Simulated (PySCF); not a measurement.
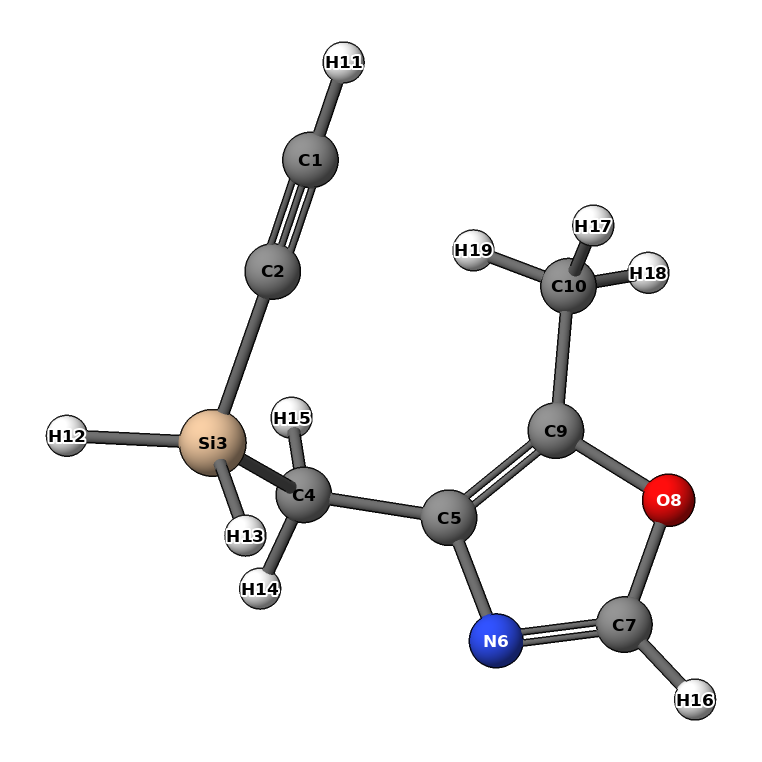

The questions are on isotropic NMR shieldings of the H atoms. The geometry was computed by an optimisation with GFN2-xTB. No frequency run is at hand to confirm it as a minimum. Method: GIAO PBE0/pcSseg-1 NMR shielding, non-relativistic, gas phase (PySCF 2.14.0).

Which H atom is the most shielded (lowest chemical shift)?

Answer. H11 (29.93 ppm).

Which H atom is the least shielded (highest chemical shift)?

Answer. H16 (24.15 ppm).

How wide is the range of H shifts?

Answer. 5.78 ppm.

Give the isotropic NMR shieldings of the H atoms atom by atom.

```json
{"atom": "H11", "σ (ppm)": "29.93"}
{"atom": "H12", "σ (ppm)": "27.08"}
{"atom": "H13", "σ (ppm)": "27.30"}
{"atom": "H14", "σ (ppm)": "29.39"}
{"atom": "H15", "σ (ppm)": "29.36"}
{"atom": "H16", "σ (ppm)": "24.15"}
{"atom": "H17", "σ (ppm)": "29.11"}
{"atom": "H18", "σ (ppm)": "29.28"}
{"atom": "H19", "σ (ppm)": "29.08"}
```

The geometry is semi-empirical. Around Si such bond lengths and angles can be off by a tenth of an ångström or more and by several degrees, and values that hang on the shape move with them.
